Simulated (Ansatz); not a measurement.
**C₃H₁₀NTa (SMILES [CH3][Ta]([CH3])([CH3])=[NH]): density, localisation and related maps**

```xyz
15

C    -1.8893    0.8236    0.4119
C     1.5310    0.3637    1.3915
C     0.0430   -1.8410   -1.0150
N     0.5931    1.2301   -1.4961
Ta    0.0767    0.1594   -0.1953
H    -2.2683    0.1807    1.2307
H    -1.8785    1.8657    0.7767
H    -2.6164    0.7795   -0.4178
H     2.5431    0.0694    1.0622
H     1.2501   -0.2834    2.2458
H     1.6007    1.4018    1.7608
H    -0.6595   -1.9281   -1.8624
H    -0.2733   -2.5623   -0.2358
H     1.0351   -2.1545   -1.3845
H     0.8908    1.8445   -2.2433
```

Geometry: PBE0-D4/def2-SVP; core potentials replace the inner electrons of Ta.

Method: isolated molecule in a Gaussian basis; Kohn-Sham density functional theory, functional PBE0 (Ansatz).

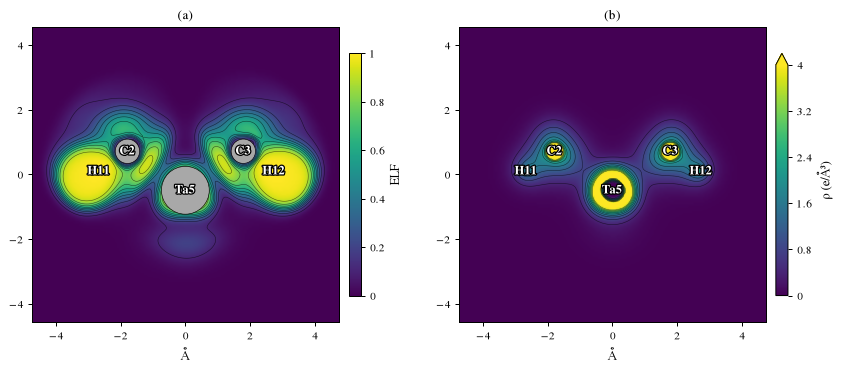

Figure 1. (a) electron localisation function; (b) electron density on the plane of atoms Ta5, C3 and H12. Grey discs cover the atomic cores in the ELF map.

> Describe what can be read from this map.

The plane passes through C, Ta and H nuclei.
C–Ta (2.16 Å): ρ at the midpoint is about 0.8 e/Å³; the ELF peaks at about 0.95 in the valence shell of C, 0.7 Å from its nucleus, and is about 0.50 at the midpoint.
C–H (1.10 Å): ρ at the midpoint is about 1.8 e/Å³; the ELF climbs to about 1 towards the hydrogen, as it does in any bond to H; an ordinary covalent bond to hydrogen.

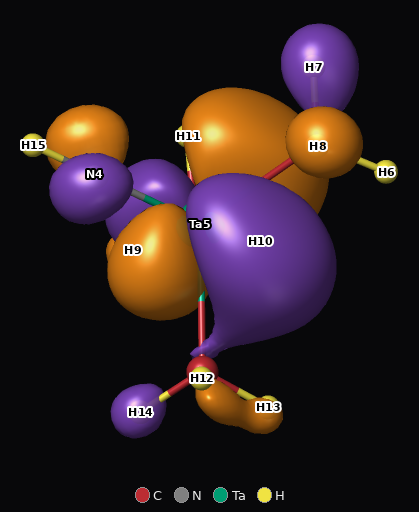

Figure 2. The LUMO at ±0.1 Å⁻³ᐟ² (orange and purple are the two phases), seen at an oblique angle.

> Where does this orbital lie, and at what energy?

Its weight (Hirshfeld) is mainly on Ta5 (about 65 %) and N4 (about 5 %). It is one of a degenerate set, so its orientation is arbitrary. Its energy is −0.96 eV.

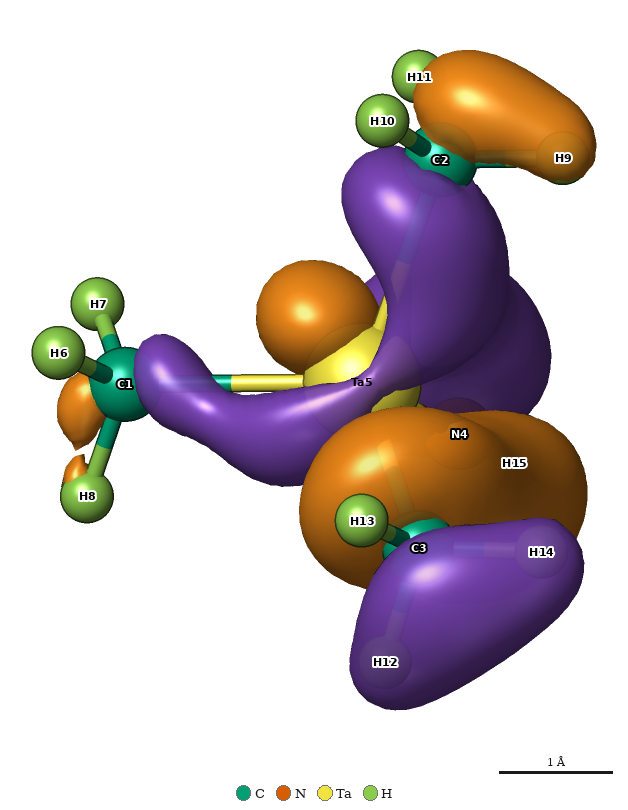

Figure 3. The HOMO at ±0.1 Å⁻³ᐟ² (orange and purple are the two phases), seen at an oblique angle.

> What is the character of this orbital?

Its weight (Hirshfeld) is mainly on N4 (about 40 %), Ta5 (about 25 %), C3 (about 10 %) and C2 (about 10 %). It is one of a degenerate set, so its orientation is arbitrary. Its energy is −7.39 eV.
